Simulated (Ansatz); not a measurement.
**wB97X/def2-TZVPP run of FK (SMILES [F][K])**

Aim: the electronic atomisation energy of FK at wB97X/def2-TZVPP, from 3 runs. 

Program for the calculation: Ansatz 0.2.0.

## 1. The system as given

The species is FK (2 atoms), typed as a singlet with charge 0. SMILES: `[F][K]`. The shape is that of a PBE0-D4/def2-TZVP optimisation.

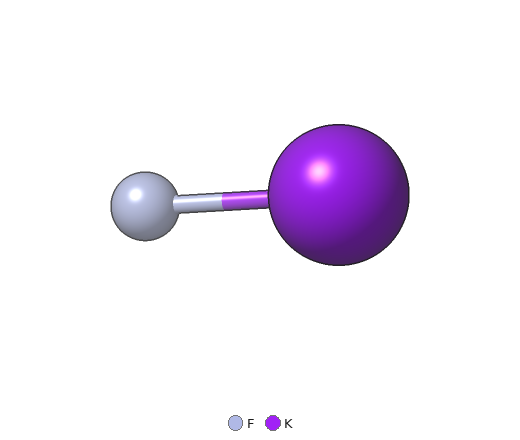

The structure, seen from a chosen angle (fluorine light blue, potassium purple).

## 2. A single-point energy at wB97X/def2-TZVPP

File molecule.yaml:

```yaml
crystal:
  periodic: [false, false, false]
  atoms:
    - {symbol: F, position_ang: [0.946100, -0.362400, 0.470400]}
    - {symbol: K, position_ang: [-0.916600, 0.302200, -0.466300]}
basis:
  gaussian:
    orbitals: def2-TZVPP
hamiltonian:
  xc: {name: wB97X}
accuracy: high
output:
  orbitals: {seedname: orbitals}
```

Run with:

```bash
ansatz run molecule.yaml --threads 1 --pin off --max-ram 3480MiB --events-out events.jsonl --progress --plain --runs-dir runs
```

Standard output:

```text
Warning: RAYON_NUM_THREADS=1 ignored (pool sized by the plan → 1); use --threads N
Functional definition: wB97X
  name "wB97X"
  parameter omega = 0.3/bohr
  parameter cx = 0.157706
  parameter cx1 = 0.726479
  parameter cx2 = 1.04760
  parameter cx3 = -5.70635
  parameter cx4 = 13.2794
  parameter css1 = -4.33879
  parameter css2 = 18.2308
  parameter css3 = -31.7430
  parameter css4 = 17.2901
  parameter cos1 = 2.37031
  parameter cos2 = -11.3995
  parameter cos3 = 6.58405
  parameter cos4 = -3.78132
  exchange = spin_sum(e_x_unif_sr(omega)*poly(b97_u_x, 1 - cx, cx1, cx2, cx3, cx4)) + cx*exact_x_sr(omega)
      + exact_x_lr(omega)
  correlation = spin_sum(e_c_pw_same_spin*poly(b97_u_same, 1, css1, css2, css3, css4))
      + integral(e_c_pw_opposite_spin*poly(b97_u_opposite, 1, cos1, cos2, cos3, cos4))
1006 factors; integrals over basis functions are off by at most 3.8e-9 eV
259 factors; integrals over basis functions are off by at most 2.1e-9 eV
mean field evaluation 1: about -19039.3892 eV, gradient 5.1e1 eV
mean field evaluation 2: about -19034.3751 eV, gradient 8.2e1 eV
mean field evaluation 4: about -19043.6244 eV, gradient 1.1e0 eV
mean field evaluation 8: about -19043.6286 eV, gradient 9.0e-3 eV
mean field evaluation 16: about -19043.6286 eV, gradient 3.7e-6 eV
mean field -19043.62859461 eV, -699.8404426169 hartree, gradient 4.3e-8 eV, S^2 0.000000; 0 other end points of the search recorded, 0 dependent functions left out
reference -19043.62858858 eV, -699.8404423953 hartree; 14, 14 occupied and 50, 50 virtual orbitals, 1006 factors
Total energy: -19043.62858858 eV, -699.8404423953 hartree
```

Run time: 13 s. Hardware: 1 thread of Arm Neoverse V1, shared host; peak memory 0.43 GiB.

## 3. The F atom, same level

File run.yaml:

```yaml
crystal:
  periodic: [false, false, false]
  atoms:
    - {symbol: F, position_ang: [0.000000, 0.000000, 0.000000]}
basis:
  gaussian:
    orbitals: def2-TZVPP
hamiltonian:
  xc: {name: wB97X}
magnetization:
  spin_polarized: true
  initial_magnetization: 1
accuracy: high
```

Run the same way, it converges to -99.74718 Eh (log not shown).

## 4. The K atom, same level

File input.yaml:

```yaml
crystal:
  periodic: [false, false, false]
  atoms:
    - {symbol: K, position_ang: [0.000000, 0.000000, 0.000000]}
basis:
  gaussian:
    orbitals: def2-TZVPP
magnetization:
  spin_polarized: true
  initial_magnetization: 1
hamiltonian:
  xc: {name: wB97X}
accuracy: high
```

Run the same way, it converges to -599.90232 Eh (log not shown).

## 5. What came out

At wB97X/def2-TZVPP:

| quantity | value |
| --- | --- |
| molecule: total energy | -699.84044 Eh |
| molecule: HOMO energy | -8.83 eV |
| molecule: LUMO energy | 0.33 eV |
| molecule: HOMO–LUMO gap | 9.16 eV |
| F atom: total energy | -99.74718 Eh |
| F atom: ⟨S²⟩ | 0.752 |
| K atom: total energy | -599.90232 Eh |
| K atom: ⟨S²⟩ | 0.750 |
| electronic atomisation energy | 5.196 eV |

**Reading.** Taking the molecule apart into free atoms costs 5.20 eV (501 kJ/mol), before zero-point energy and without spin-orbit coupling.
